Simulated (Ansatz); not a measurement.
**ClFH3PSSi: inversion of the pyramid at P3**

Aim: the minimum-energy path and barrier of the inversion of the pyramid at P3. The ends are relaxed first, then joined by a nudged elastic band. SMILES of the start: F[Si](P)(S)Cl.

Method: RKS r2SCAN-D4/6-31G*, in Ansatz 0.2.0.

## Step 1: Starting point

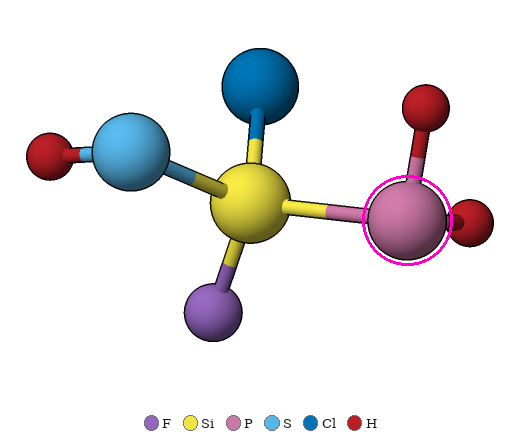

Start, viewed from a free direction; fluorine purple, silicon yellow, phosphorus pink, sulfur blue, chlorine blue, hydrogen red. Ringed: P3.

As a file:

```xyz
8

F    -0.6044   -1.3470    1.3903
Si   -0.0052   -0.4122    0.2213
P    -1.1014    1.5109    0.0421
S    -0.0444   -1.4562   -1.6276
Cl    1.9640   -0.0621    0.6447
H    -0.1316    2.1679   -0.7855
H    -0.5501    2.0817    1.2559
H     0.5653   -2.5400   -1.1970
```

## Step 2: End point A

input.yaml

```yaml
crystal:
  periodic: [false, false, false]
  atoms:
    - { symbol: F, position_ang: [-0.6044, -1.347, 1.3903] }
    - { symbol: Si, position_ang: [-0.0052, -0.4122, 0.2213] }
    - { symbol: P, position_ang: [-1.1014, 1.5109, 0.0421] }
    - { symbol: S, position_ang: [-0.0444, -1.4562, -1.6276] }
    - { symbol: Cl, position_ang: [1.964, -0.0621, 0.6447] }
    - { symbol: H, position_ang: [-0.1316, 2.1679, -0.7855] }
    - { symbol: H, position_ang: [-0.5501, 2.0817, 1.2559] }
    - { symbol: H, position_ang: [0.5653, -2.54, -1.197] }
basis:
  gaussian: { orbitals: "6-31G*" }
hamiltonian:
  xc: r2scan
  dispersion: d4
relax:
  f_tol: 0.015
  max_steps: 40
```

On the command line:

```sh
$ ansatz run input.yaml --threads 2 --pin off --max-ram 3072MiB --backend cpu --events-out ev --progress --plain --runs-dir out
```

The program printed (excerpt; [...] marks lines left out):

```text
Warning: RAYON_NUM_THREADS=2 ignored (pool sized by the plan → 2); use --threads N
[...]
Functional definition: r2SCAN
[...]
1113 factors; their error is unknown
[...]
mean field -43288.06600628 eV, -1590.8070840260 hartree, gradient 9.7e-6 eV, S^2 0.000000; 0 other end points of the search recorded, 0 dependent functions left out
[...]
reference -43288.06601607 eV, -1590.8070843857 hartree; 37, 37 occupied and 60, 60 virtual orbitals, 1113 factors
relax step   1: F+E_penalty+E_count = -43288.13297961 eV  Δ(F+E_penalty+E_count) = +0.000e0 eV  max|allowed force component| = 8.284e-1 eV/Å  Δτ_max = 0.0000 Å  (27 SCF iters, accepted)
[...]
relax step   4: F+E_penalty+E_count = -43288.24287886 eV  Δ(F+E_penalty+E_count) = -6.513e-3 eV  max|allowed force component| = 1.593e-1 eV/Å  Δτ_max = 0.0403 Å  (30 SCF iters, accepted)
[...]
relax step   7: F+E_penalty+E_count = -43288.25272363 eV  Δ(F+E_penalty+E_count) = -2.182e-3 eV  max|allowed force component| = 6.395e-2 eV/Å  Δτ_max = 0.0554 Å  (29 SCF iters, accepted)
[...]
relax step  10: F+E_penalty+E_count = -43288.25497918 eV  Δ(F+E_penalty+E_count) = -2.369e-4 eV  max|allowed force component| = 1.138e-2 eV/Å  Δτ_max = 0.0124 Å  (30 SCF iters, accepted)
[...]
relax step  11: F+E_penalty+E_count = -43288.25500109 eV  Δ(F+E_penalty+E_count) = -2.192e-5 eV  max|allowed force component| = 3.292e-2 eV/Å  Δτ_max = 0.0188 Å  (29 SCF iters, accepted)
[...]
relax step  12: F+E_penalty+E_count = -43288.25508391 eV  Δ(F+E_penalty+E_count) = -8.281e-5 eV  max|allowed force component| = 9.849e-3 eV/Å  Δτ_max = 0.0070 Å  (30 SCF iters, accepted)
1113 factors; their error is unknown
[...]
mean field -43288.18819839 eV, -1590.8115745029 hartree, gradient 1.5e-5 eV, S^2 0.000000; 1 other end points of the search recorded, 0 dependent functions left out
[...]
reference -43288.18820822 eV, -1590.8115748644 hartree; 37, 37 occupied and 60, 60 virtual orbitals, 1113 factors
Total energy: -43288.25509375 eV, -1590.8140328620 hartree
Atom 0 at    -0.615014    -1.185954     1.502070 Å, force    -0.003435    -0.002764     0.005491 eV/Å
Atom 1 at     0.003758    -0.412033     0.233186 Å, force     0.000016     0.001116    -0.009849 eV/Å
Atom 2 at    -1.112652     1.512568    -0.012747 Å, force     0.003488     0.003210     0.003777 eV/Å
Atom 3 at    -0.252685    -1.524390    -1.560097 Å, force     0.002586    -0.000577     0.002285 eV/Å
Atom 4 at     2.016876    -0.231300     0.659518 Å, force     0.004576     0.000603     0.000737 eV/Å
Atom 5 at    -0.072496     2.120456    -0.770405 Å, force    -0.002258    -0.000604     0.002356 eV/Å
Atom 6 at    -0.650479     2.035365     1.229162 Å, force    -0.001981    -0.002696    -0.005388 eV/Å
Atom 7 at     0.774892    -2.371712    -1.336485 Å, force    -0.002992     0.001711     0.000592 eV/Å
Dipole moment:     0.143609     0.139636    -0.060024 e Å
```

It took 59 s on 2 threads of Arm Neoverse V1, shared host; peak memory 0.2 GiB.

The steps of the relaxation:

```tsv
step	energy from step 1 (eV)	largest force component (eV/Å)
1	0.0000	0.8284
2	-0.0068	0.7561
3	-0.1034	0.2758
4	-0.1099	0.1593
5	-0.1144	0.2972
6	-0.1176	0.1484
7	-0.1197	0.0639
8	-0.1218	0.0304
9x	-0.1205	0.1875
10	-0.1220	0.0114
11	-0.1220	0.0329
12	-0.1221	0.0098
```

Step 1 is the start. 1 step was tried and not accepted (marked x).

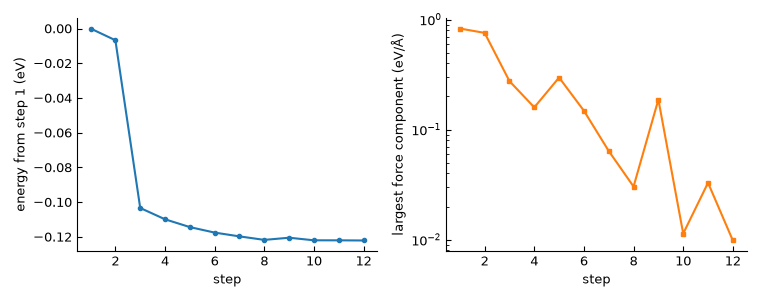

Energy and largest force along the relaxation.

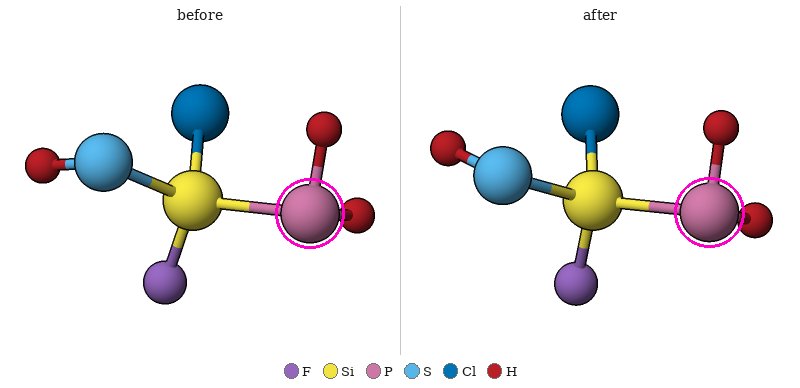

The structure before (left) and after (right), drawn at the same scale.

After: Bond lengths: F1–Si2 1.610 Å, Si2–P3 2.239 Å, Si2–S4 2.126 Å, Si2–Cl5 2.066 Å, P3–H6 1.423 Å, P3–H7 1.425 Å, S4–H8 1.351 Å. Angles: F1–Si2–P3 108.0°, F1–Si2–S4 111.5°, F1–Si2–Cl5 104.7°, P3–Si2–S4 107.3°, P3–Si2–Cl5 115.7°, S4–Si2–Cl5 109.7°, Si2–P3–H6 93.5°, Si2–P3–H7 93.3°, H6–P3–H7 94.0°, Si2–S4–H8 95.6°.

## Step 3: Relaxing end B

The second end starts from a geometry with the move made by hand.

Edit input.yaml of step 2 so:

```diff
@@ -8,4 +8,4 @@
     - { symbol: Cl, position_ang: [1.964, -0.0621, 0.6447] }
-    - { symbol: H, position_ang: [-0.1316, 2.1679, -0.7855] }
-    - { symbol: H, position_ang: [-0.5501, 2.0817, 1.2559] }
+    - { symbol: H, position_ang: [-1.76797, 1.19758, -1.18859] }
+    - { symbol: H, position_ang: [-2.23356, 1.08346, 0.84121] }
     - { symbol: H, position_ang: [0.5653, -2.54, -1.197] }
```

On the command line:

```sh
$ ansatz run input.yaml --threads 2 --pin off --max-ram 3072MiB --backend cpu --events-out ev --progress --plain --runs-dir out
```

The program printed (excerpt; [...] marks lines left out):

```text
Warning: RAYON_NUM_THREADS=2 ignored (pool sized by the plan → 2); use --threads N
[...]
[... 1 set-up line as earlier in the session ...]
[...]
1113 factors; their error is unknown
[...]
mean field -43288.04564320 eV, -1590.8063356966 hartree, gradient 5.9e-6 eV, S^2 0.000000; 0 other end points of the search recorded, 0 dependent functions left out
[...]
reference -43288.04565286 eV, -1590.8063360513 hartree; 37, 37 occupied and 60, 60 virtual orbitals, 1113 factors
relax step   1: F+E_penalty+E_count = -43288.11231911 eV  Δ(F+E_penalty+E_count) = +0.000e0 eV  max|allowed force component| = 7.750e-1 eV/Å  Δτ_max = 0.0000 Å  (28 SCF iters, accepted)
[...]
relax step   3: F+E_penalty+E_count = -43288.19032842 eV  Δ(F+E_penalty+E_count) = -3.799e-2 eV  max|allowed force component| = 3.214e-1 eV/Å  Δτ_max = 0.0789 Å  (28 SCF iters, accepted)
[...]
reference -43288.13655451 eV, -1590.8096766254 hartree; 37, 37 occupied and 60, 60 virtual orbitals, 1113 factors
Total energy: -43288.20317102 eV, -1590.8121247370 hartree
Atom 0 at    -0.627014    -1.263654     1.466639 Å, force     0.000981    -0.000381     0.000767 eV/Å
Atom 1 at    -0.039481    -0.432918     0.217013 Å, force     0.004986     0.000541     0.001484 eV/Å
Atom 2 at    -1.110506     1.536217     0.030363 Å, force    -0.001411    -0.000751    -0.001930 eV/Å
Atom 3 at    -0.213267    -1.538798    -1.592118 Å, force    -0.000482     0.000037    -0.000535 eV/Å
Atom 4 at     1.948763    -0.151981     0.677899 Å, force    -0.004002    -0.001072    -0.001098 eV/Å
Atom 5 at    -1.744098     1.174882    -1.193211 Å, force     0.001145     0.002108     0.000201 eV/Å
Atom 6 at    -2.201571     1.082900     0.825893 Å, force    -0.001513     0.000048     0.000859 eV/Å
Atom 7 at     0.759543    -2.432209    -1.306058 Å, force     0.000297    -0.000530     0.000252 eV/Å
Dipole moment:    -0.182500    -0.070689    -0.135679 e Å
```

Run time: 47 s. Hardware: 2 threads of Arm Neoverse V1, shared host; peak memory 0.2 GiB.

Relaxation path:

```tsv
step	energy from step 1 (eV)	largest force component (eV/Å)
1	0.0000	0.7750
2	-0.0400	0.5780
3	-0.0780	0.3214
4	-0.0847	0.0926
5	-0.0874	0.0706
6	-0.0900	0.0684
7	-0.0906	0.0625
8	-0.0908	0.0203
9	-0.0908	0.0050
```

Step 1 is the start.

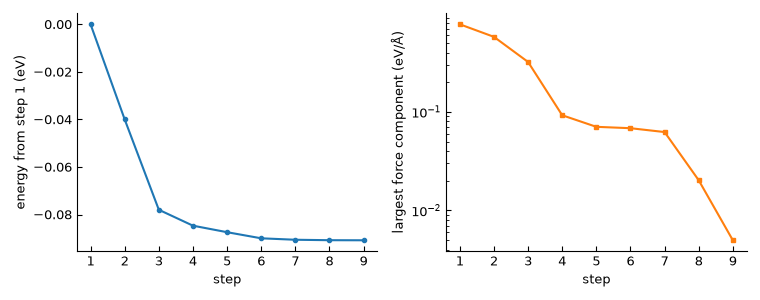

Energy and largest force along the relaxation.

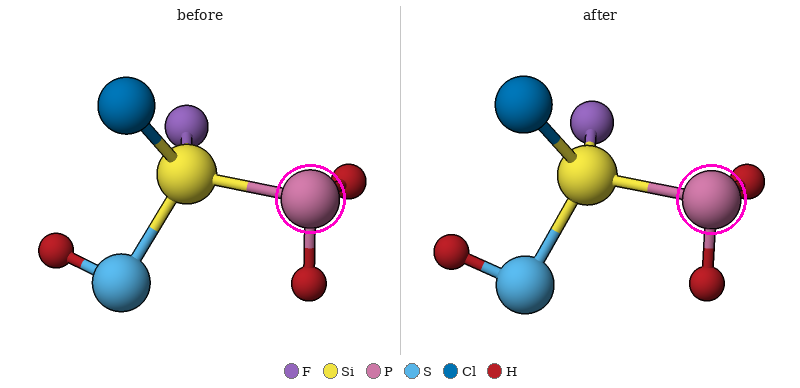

Before and after, at one scale.

After: Bond lengths: F1–Si2 1.611 Å, Si2–P3 2.249 Å, Si2–S4 2.127 Å, Si2–Cl5 2.060 Å, P3–H6 1.424 Å, P3–H7 1.424 Å, S4–H8 1.351 Å. Angles: F1–Si2–P3 110.0°, F1–Si2–S4 111.2°, F1–Si2–Cl5 104.4°, P3–Si2–S4 110.2°, P3–Si2–Cl5 111.0°, S4–Si2–Cl5 109.9°, Si2–P3–H6 93.5°, Si2–P3–H7 92.3°, H6–P3–H7 93.3°, Si2–S4–H8 96.0°.

## Step 4: Nudged elastic band

crystal.atoms is end A as relaxed above, and neb.final_atoms is end B, turned to lie on A. With 5 inner images the band has 7 in all. The start path is listed, through a guess of the saddle.

input.yaml

```yaml
crystal:
  periodic: [false, false, false]
  atoms:
    - { symbol: F, position_ang: [-0.615014, -1.185954, 1.50207] }
    - { symbol: Si, position_ang: [0.003758, -0.412033, 0.233186] }
    - { symbol: P, position_ang: [-1.112652, 1.512568, -0.012747] }
    - { symbol: S, position_ang: [-0.252685, -1.52439, -1.560097] }
    - { symbol: Cl, position_ang: [2.016876, -0.2313, 0.659518] }
    - { symbol: H, position_ang: [-0.072496, 2.120456, -0.770405] }
    - { symbol: H, position_ang: [-0.650479, 2.035365, 1.229162] }
    - { symbol: H, position_ang: [0.774892, -2.371712, -1.336485] }
basis:
  gaussian: { orbitals: "6-31G*" }
hamiltonian:
  xc: r2scan
  dispersion: d4
neb:
  order_check: false
  images: 5
  f_tol: 0.05
  max_iterations: 60
  final_atoms:
    - { symbol: F, position_ang: [-0.55362271, -0.99899219, 1.49338337] }
    - { symbol: Si, position_ang: [0.29475266, -0.30703678, 0.31086935] }
    - { symbol: P, position_ang: [-0.13547489, 1.89977129, 0.24508311] }
    - { symbol: S, position_ang: [-0.14109054, -1.19753872, -1.57146274] }
    - { symbol: Cl, position_ang: [2.26047162, -0.66202623, 0.81523746] }
    - { symbol: H, position_ang: [-0.80768037, 1.81992778, -1.00827237] }
    - { symbol: H, position_ang: [-1.33728231, 1.74553859, 0.99385431] }
    - { symbol: H, position_ang: [0.51212654, -2.35664374, -1.3344905] }
  initial_path:
    images:
      - { positions_ang: [[-0.615014, -1.185954, 1.50207], [0.003758, -0.412033, 0.233186], [-1.112652, 1.512568, -0.012747], [-0.252685, -1.52439, -1.560097], [2.016876, -0.2313, 0.659518], [-0.072496, 2.120456, -0.770405], [-0.650479, 2.035365, 1.229162], [0.774892, -2.371712, -1.336485]] }
      - { positions_ang: [[-0.60733079, -1.19105326, 1.46716765], [0.05543926, -0.38612953, 0.24349777], [-0.95335248, 1.58690037, 0.0349259], [-0.17057702, -1.45237358, -1.57864778], [2.06164355, -0.25260554, 0.67992192], [-0.17283857, 2.07197078, -0.93344425], [-0.77991085, 1.97506835, 1.32542861], [0.6591269, -2.40877759, -1.29464782]] }
      - { positions_ang: [[-0.59964759, -1.19615252, 1.4322653], [0.10712051, -0.36022605, 0.25380954], [-0.79405296, 1.66123275, 0.0825988], [-0.08846904, -1.38035717, -1.59719856], [2.10641111, -0.27391109, 0.70032583], [-0.27318114, 2.02348556, -1.09648349], [-0.90934269, 1.9147717, 1.42169522], [0.5433618, -2.44584319, -1.25281065]] }
      - { positions_ang: [[-0.59196438, -1.20125178, 1.39736296], [0.15880177, -0.33432258, 0.26412131], [-0.63475345, 1.73556512, 0.13027171], [-0.00636106, -1.30834075, -1.61574934], [2.15117866, -0.29521663, 0.72072975], [-0.3735237, 1.97500034, -1.25952274], [-1.03877454, 1.85447505, 1.51796183], [0.4275967, -2.48290878, -1.21097347]] }
      - { positions_ang: [[-0.57918382, -1.13383192, 1.42936976], [0.20411873, -0.32522731, 0.27970399], [-0.46832726, 1.79030051, 0.16854217], [-0.05127088, -1.27140674, -1.60098714], [2.18760964, -0.4174865, 0.75223232], [-0.51824259, 1.92330949, -1.17577261], [-1.13827713, 1.8181629, 1.34325932], [0.45577332, -2.44082043, -1.25214581]] }
      - { positions_ang: [[-0.56640327, -1.06641206, 1.46137656], [0.2494357, -0.31613204, 0.29528667], [-0.30190108, 1.8450359, 0.20681264], [-0.09618071, -1.23447273, -1.58622494], [2.22404063, -0.53975636, 0.78373489], [-0.66296148, 1.87161863, -1.09202249], [-1.23777972, 1.78185074, 1.16855682], [0.48394993, -2.39873208, -1.29331815]] }
      - { positions_ang: [[-0.55362271, -0.99899219, 1.49338337], [0.29475266, -0.30703678, 0.31086935], [-0.13547489, 1.89977129, 0.24508311], [-0.14109054, -1.19753872, -1.57146274], [2.26047162, -0.66202623, 0.81523746], [-0.80768037, 1.81992778, -1.00827237], [-1.33728231, 1.74553859, 0.99385431], [0.51212654, -2.35664374, -1.3344905]] }
```

On the command line:

```sh
$ ansatz run input.yaml --threads 2 --pin off --max-ram 3072MiB --backend cpu --events-out ev --progress --plain --runs-dir out
```

The program printed (excerpt; [...] marks lines left out):

```text
Warning: RAYON_NUM_THREADS=2 ignored (pool sized by the plan → 2); use --threads N
[...]
[... 1 set-up line as earlier in the session ...]
[...]
1113 factors; their error is unknown
[...]
mean field -43288.18822945 eV, -1590.8115756445 hartree, gradient 3.3e-5 eV, S^2 0.000000; 0 other end points of the search recorded, 0 dependent functions left out
[...]
reference -43288.18823914 eV, -1590.8115760005 hartree; 37, 37 occupied and 60, 60 virtual orbitals, 1113 factors
1113 factors; their error is unknown
[...]
mean field -43288.13655180 eV, -1590.8096765260 hartree, gradient 5.3e-6 eV, S^2 0.000000; 0 other end points of the search recorded, 0 dependent functions left out
[...]
reference -43288.13656150 eV, -1590.8096768824 hartree; 37, 37 occupied and 60, 60 virtual orbitals, 1113 factors
NEB end point (image 0): max|allowed force component| = 1.037e-2 eV/Å (the criterion of neb.relax_end_points is 1.000e-2)
[...]
reference -43286.50995227 eV, -1590.7499000956 hartree; 37, 37 occupied and 60, 60 virtual orbitals, 1113 factors
1113 factors; their error is unknown
mean field -43287.56354973 eV, -1590.7886190883 hartree, gradient 3.1e-5 eV, S^2 0.000000; 0 other end points of the search recorded, 0 dependent functions left out
[...]
reference -43287.56355945 eV, -1590.7886194453 hartree; 37, 37 occupied and 60, 60 virtual orbitals, 1113 factors
NEB iter   1: max|band force component| = 3.549e0 eV/Å  barrier→ = 2.3521 eV  barrier← = 2.3001 eV  Δτ_max = 0.2000 Å  (189 SCF iters)
[...]
NEB iter   2: max|band force component| = 1.359e0 eV/Å  barrier→ = 1.4036 eV  barrier← = 1.3516 eV  Δτ_max = 0.2000 Å  (149 SCF iters)
[...]
NEB iter   3: max|band force component| = 8.490e-1 eV/Å  barrier→ = 1.0753 eV  barrier← = 1.0234 eV  Δτ_max = 0.1658 Å  (141 SCF iters)
[...]
1113 factors; their error is unknown
[...]
mean field -43288.12038962 eV, -1590.8090825766 hartree, gradient 1.7e-5 eV, S^2 0.000000; 0 other end points of the search recorded, 0 dependent functions left out
[...]
```

## Step 5: More of the same log: band between the two ends

Output, continued (excerpt; [...] marks lines left out):

```text
reference -43288.12039929 eV, -1590.8090829321 hartree; 37, 37 occupied and 60, 60 virtual orbitals, 1113 factors
[...]
1113 factors; their error is unknown
mean field -43287.77835171 eV, -1590.7965129154 hartree, gradient 1.2e-5 eV, S^2 0.000000; 0 other end points of the search recorded, 0 dependent functions left out
[...]
reference -43287.77836141 eV, -1590.7965132717 hartree; 37, 37 occupied and 60, 60 virtual orbitals, 1113 factors
[...]
1113 factors; their error is unknown
mean field -43287.19199679 eV, -1590.7749647695 hartree, gradient 1.3e-5 eV, S^2 0.000000; 0 other end points of the search recorded, 0 dependent functions left out
[...]
reference -43287.19200656 eV, -1590.7749651284 hartree; 37, 37 occupied and 60, 60 virtual orbitals, 1113 factors
[...]
1113 factors; their error is unknown
[...]
Total energy: -43287.27335653 eV, -1590.7779546848 hartree
Atom 0 at    -0.554000    -1.085542     1.632481 Å, force     0.001285    -0.009923    -0.004308 eV/Å
Atom 1 at     0.178297    -0.484713     0.333906 Å, force     0.006987     0.018256     0.003692 eV/Å
Atom 2 at    -0.556869     1.531369     0.135433 Å, force    -0.009866     0.007501    -0.000625 eV/Å
Atom 3 at    -0.261741    -1.460680    -1.492124 Å, force    -0.004897     0.001655    -0.002789 eV/Å
Atom 4 at     2.186156    -0.739736     0.745339 Å, force    -0.006850     0.004831     0.004007 eV/Å
Atom 5 at    -0.578228     2.201921    -1.087610 Å, force     0.005092    -0.019742     0.007514 eV/Å
Atom 6 at    -1.154957     2.232405     1.184876 Å, force     0.012013    -0.007476    -0.008738 eV/Å
Atom 7 at     0.833541    -2.252023    -1.508100 Å, force    -0.003764     0.004897     0.001246 eV/Å
Dipole moment:    -0.036141     0.192660    -0.185921 e Å
this run last wrote the band of iteration 7 to <dir>
```

Run time: 3 min. Hardware: 2 threads of Arm Neoverse V1, shared host; peak memory 0.17 GiB.

(Part 1 of 2 ends here.)
